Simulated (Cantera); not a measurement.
Charge: 1 mol SiHCl3, 0.15 mol C2H4, 5.6 mol H2, at 1.20 mbar.

These are equilibrium values from Cantera (NASA tables, ideal gas, pure condensed phases), not measurements of a reactor. Candidate condensed phases: C, C6H6, C7H8, C8H18, Si, SiC; 109 gas species. The tables' values for SiCl, SiCl3 are old estimates; treat these amounts as uncertain. Gases not in the tables: Si2H6 and higher silanes. The numbers say what is thermodynamically allowed, not how fast it happens.

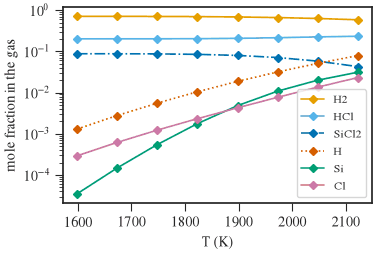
Figure. Equilibrium gas composition (values under 1e-9 drawn at 1e-9)

From 1598 K to 2123 K the condensed part is SiC(s). The main Si-bearing gas is SiCl2 throughout.
